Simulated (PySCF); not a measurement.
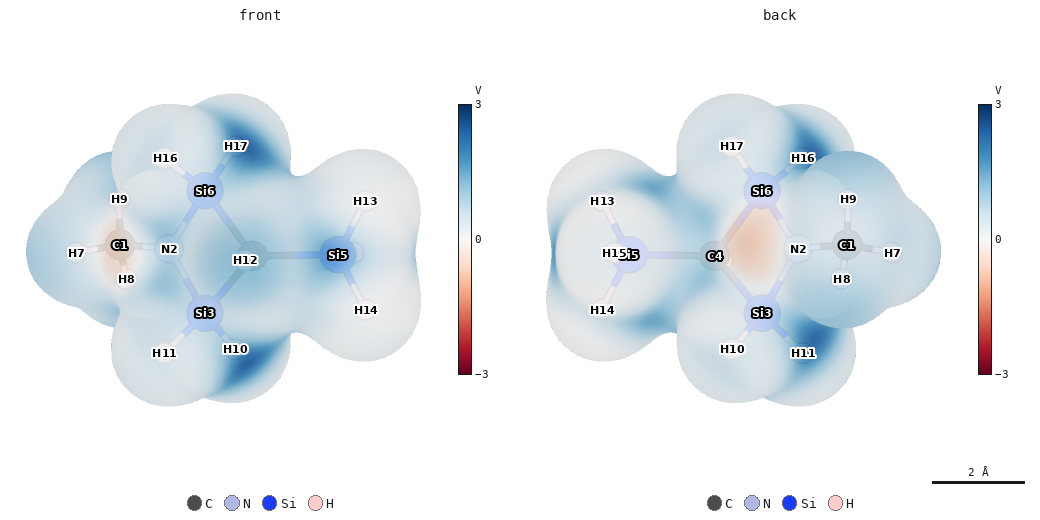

The picture shows: C₂H₁₁NSi₃ (SMILES CN1[SiH2]C([SiH3])[SiH2]1). The electrostatic potential painted on the density surface at 0.004 e/bohr³, seen from the front and from behind; red is negative and blue positive.

Geometry: GFN2-xTB.

Theory: PBE0/def2-SVPD, SCF density, gas phase (PySCF 2.14.0).

```xyz
17

C     2.5336   -0.4070   -0.7054
N     1.2246   -0.0708   -0.2184
Si    0.1236    1.1589   -0.7799
C    -1.0116    0.5342    0.6325
Si   -2.6958   -0.1735    0.1685
Si    0.3638   -0.6900    1.1645
H     3.2946    0.2830   -0.3233
H     2.5555   -0.3616   -1.7958
H     2.8010   -1.4161   -0.3912
H    -0.2902    0.9299   -2.1665
H     0.6318    2.5293   -0.6426
H    -1.1741    1.3039    1.3871
H    -3.3071   -0.8191    1.3376
H    -3.5855    0.9090   -0.2733
H    -2.5908   -1.1608   -0.9084
H     1.0155   -0.4092    2.4499
H     0.1040   -2.1280    1.0549
```

Which sites attract a positive test charge, and which a negative one?

A positive charge is drawn to the negative regions and a negative charge to the positive ones. The most negative region (about −0.7 V) lies over N2, the most positive (about +2.4 V) over Si3 and Si6.

How polar is the molecule by this calculation?

Its dipole moment is 1.03 D.
